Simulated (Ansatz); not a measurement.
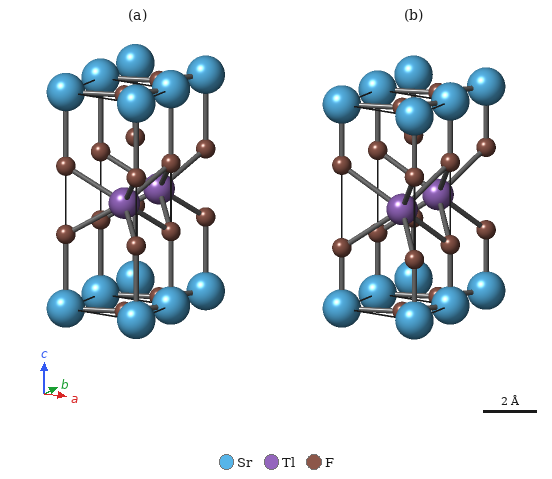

The structure of a crystal of SrTlF$_{3}$ (a generated structure, set up in P-6m2) (coarse preliminary run) before (left) and after (right) a relaxation, at one scale.

A ball-and-stick model of the cell of the calculation, repeated 1 × 2 × 1 with one cell outlined, seen slightly off an axis.

Theory: DFT PBE, scalar-relativistic, plane waves, PAW in Ansatz 0.2.0. Settings: plane-wave cutoff 420 eV; k-point mesh 6 × 6 × 2; occupations gaussian; smearing width 0.1 eV; no spin polarisation; cell and atoms relaxed; force threshold 0.04 eV/Å; at most 70 steps.

Q: Summarise the run.

A: The energy falls by 259 meV per atom in 4 accepted moves (5 points after the start). Largest force component: 2.2 eV/Å at the start, 0.021 eV/Å at the end. The pressure goes from 0.44 to 0.11 GPa. The SCF was repeated once at an unchanged geometry on a basis and grid sized afresh for the cell, which shifted the energy by 1.9 meV per atom at most. The largest moves relative to the cell, 0.35 Å, are those of F atoms. Tl and Sr stay in place. The volume changes by +0.3 %, with a = b 4.053 → 4.181 Å (+3.2 %), c 8.273 → 7.798 Å (−5.7 %). Among the contacts that change: F–Sr 2.832 → 2.321 Å, F–Tl 2.679 → 2.883 Å, F–Sr 2.340 → 2.414 Å. The space group stays P-6m2 (No. 187). Cost: 15 s on 1 thread of Intel(R) Xeon(R) 6975P-C (Granite Rapids), on a shared host, peak memory 0.43 GiB.

Limits of the set-up: layers or molecules are held without a dispersion correction, so their spacing is unreliable.
